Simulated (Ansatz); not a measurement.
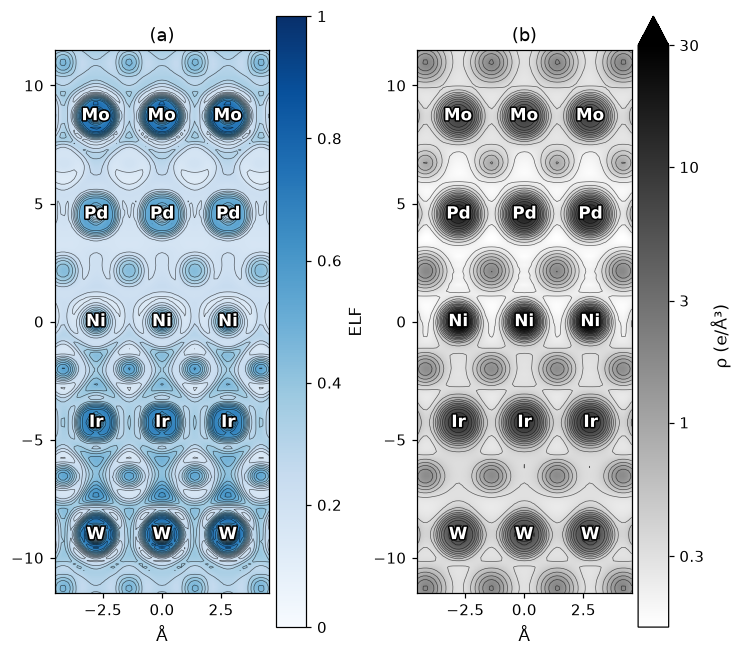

*NiMoIrPdW. (a) ELF; (b) valence pseudo-density on the (100) plane of the conventional cell.*

Space group P-3m1; a generated structure, not necessarily the stable one; changed on purpose from its base cell (volume × 1.03, shape and atoms relaxed); computed pressure about −7 GPa in this cell; computed without spin polarisation.

Level of theory: DFT PBE, scalar-relativistic, plane waves, PAW in Ansatz 0.2.0.

Core electrons are frozen (PAW), and the valence fields are smoothed inside the atomic spheres.

Input file:

```
crystal:
  lattice:
    - [2.7982904131, 0.0, 0.0]
    - [-1.3991452065, 2.4233905849, 0.0]
    - [0.0, 0.0, 22.2376415748]
  atoms:
    - { symbol: Ni, position: [0.3333333333, 0.6666666667, 0.8508142694] }
    - { symbol: Ni, position: [0.6666666667, 0.3333333333, 0.1491857306] }
    - { symbol: Mo, position: [0.6666666667, 0.3333333333, 0.7605895223] }
    - { symbol: Mo, position: [0.3333333333, 0.6666666667, 0.2394104777] }
    - { symbol: Pd, position: [0.3333333333, 0.6666666667, 0.0532902738] }
    - { symbol: Pd, position: [0.6666666667, 0.3333333333, 0.9467097262] }
    - { symbol: Ir, position: [0.3333333333, 0.6666666667, 0.6582722632] }
    - { symbol: Ir, position: [0.6666666667, 0.3333333333, 0.3417277368] }
    - { symbol: W, position: [0.3333333333, 0.6666666667, 0.4441780606] }
    - { symbol: W, position: [0.6666666667, 0.3333333333, 0.5558219394] }
basis:
  ecutwfc: 420
kpoints:
  mp_grid: { grid: [12, 12, 2] }
hamiltonian:
  xc: pbe
scf:
  occupations: { method: gaussian, width: 0.1 }
output:
  forces: true
  stress: true
  eigenvalues: true
  write_density: true
  write_potential: true
  elf: true
  volumetric_format: npy
relax:
  adjacent_minimum: "off"
  f_tol: 0.01
  max_steps: 30
  cell: { stress_tol: 0.1, fix: [volume] }
```

Command:

```sh
ansatz run input.yaml --threads 5 --pin off --max-ram 14080MiB --backend cpu --events-out ev --progress --plain --runs-dir out
```

Below, planes, directions and counts refer to the conventional cell (a = 2.80 Å, b = 2.80 Å, c = 22.27 Å, α = 90.00°, β = 90.00°, γ = 120.00°).

The fields are those of the relaxed geometry.

### Interpret the plot.

Atoms in the plane: Ni, Mo, Pd, Ir and W.
Atoms just off the plane (Ni, 0.8 Å away, Mo, 0.8 Å away, Pd, 0.8 Å away, Ir, 0.8 Å away and W, 0.8 Å away) can leave unmarked features too.
Ni–Ni (2.80 Å): ρ is about 0.21 e/Å³ halfway; the ELF is about 0.25 at the midpoint; no localised pair shows between them.
Mo–Mo (2.80 Å): ρ at the midpoint is about 0.34 e/Å³; the ELF is about 0.30 at the midpoint; no localised pair shows between them.
Pd–Pd (2.80 Å): the density is about 0.27 e/Å³ at the midpoint; the ELF is about 0.20 at the midpoint: no localised pair shows between them.
Between the atoms the lowest density in this plane is 0.16 e/Å³.
The features right at Ni, Mo, Pd, Ir and W lie inside the PAW spheres, where the map follows smoothed inner orbitals and isn't to be read closely.
